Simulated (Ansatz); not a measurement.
# C2H7FGaN: one species, many methods

How much do the methods differ for C2H7FGaN? The plan is to run it at one geometry with functionals of several rungs and with coupled cluster, and see how far each lands from CCSD(T) at the basis-set limit for the atomisation energy.

Method: functionals in def2-TZVPP, the program's frozen cores in correlated methods; program: Ansatz 0.2.0, Gaussian basis.

The runs, in order: PBE-D4, r2SCAN-D4, PBE0-D4, B3LYP-D4, ωB97X-V, ωB97M-V, B2PLYP; CCSD(T)/def2-TZVPP; MP2/def2-QZVPP; extrapolation to the limit.

## (1) The geometry

An earlier PBE0-D4 in a triple-zeta def2 set relaxation fixed the geometry.

SMILES `C[NH][GaH][CH2]F`, 12 atoms, charge 0, spin multiplicity 1.

Atoms are counted from 1 here; the program's logs count them from 0.

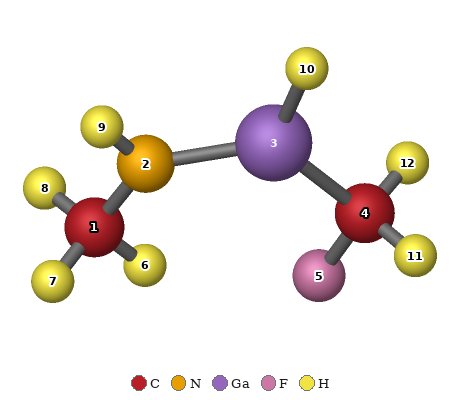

The structure; carbon red, nitrogen amber, gallium purple, fluorine pink, hydrogen yellow; atoms are numbered from 1 in the order of the file.

## (2) PBE-D4 (GGA)

in.yaml

```yaml
crystal:
  periodic: [false, false, false]
  atoms:
    - {symbol: C, position_ang: [-1.313491, 0.650754, 1.128072]}
    - {symbol: N, position_ang: [0.129099, 0.566327, 1.186870]}
    - {symbol: Ga, position_ang: [1.291076, -0.116733, -0.022792]}
    - {symbol: C, position_ang: [0.611843, -0.898404, -1.722257]}
    - {symbol: F, position_ang: [-0.777304, -0.841224, -1.833289]}
    - {symbol: H, position_ang: [-1.674372, 0.221961, 0.193326]}
    - {symbol: H, position_ang: [-1.791467, 0.102380, 1.949102]}
    - {symbol: H, position_ang: [-1.666923, 1.688197, 1.173458]}
    - {symbol: H, position_ang: [0.510628, 0.952547, 2.036236]}
    - {symbol: H, position_ang: [2.811136, -0.057184, 0.342863]}
    - {symbol: H, position_ang: [0.910089, -1.949167, -1.811540]}
    - {symbol: H, position_ang: [1.036784, -0.374553, -2.585949]}
basis:
  gaussian: {orbitals: def2-TZVPP}
hamiltonian: {xc: pbe, dispersion: d4}
output: {forces: true, orbitals: {seedname: orbitals}}
```

Command:

```sh
$ ansatz run in.yaml --threads 4 --pin off --events-out ev --progress --plain --max-ram 10444MiB
```

Further steps of the session: r2SCAN-D4 (meta-GGA); PBE0-D4 (hybrid); B3LYP-D4 (hybrid); ωB97X-V (range-separated); ωB97M-V (range-separated); B2PLYP (double hybrid); CCSD(T) in def2-TZVPP; MP2 in def2-QZVPP.

Before running them: what should the planned runs give, taken together? Wanted: atomisation energy, CCSD(T)/CBS; farthest; mean size of error, hybrid; mean size of error, range-separated; gap, smallest and largest; T1 diagnostic; triples share of the correlation energy.

**Answer**, as computed:

| quantity | value |
| --- | --- |
| atomisation energy, CCSD(T)/CBS | 4121.5 kJ/mol |
| functionals within 41.2 kJ/mol (1.0 %) | r2SCAN-D4, PBE0-D4, B3LYP-D4, ωB97X-V, ωB97M-V |
| farthest | PBE-D4 (+73.5 kJ/mol) |
| mean size of error, hybrid | 10.1 kJ/mol |
| mean size of error, range-separated | 6.9 kJ/mol |
| gap, smallest and largest | 4.17 eV (PBE-D4), 10.45 eV (ωB97X-V) |
| T1 diagnostic | 0.0136 |
| triples share of the correlation energy | 3.6 % |

**Reading.** PBE-D4 is off by +73.5 kJ/mol. Double hybrids carry the basis error of their MP2 part in triple zeta, and no dispersion term here, so their miss is partly the set-up's. Misses under about 41.2 kJ/mol are within the doubt on the reference itself, which lacks core-valence correlation, relativity and higher excitations, and its outer-core shells are covered unevenly. Hartree-Fock recovers 71 % of the binding; the rest is correlation. Orbital gaps span 4.2 to 10.5 eV; exact exchange widens them. Correlated methods include outer-core shells of Ga, which these sets cover unevenly.
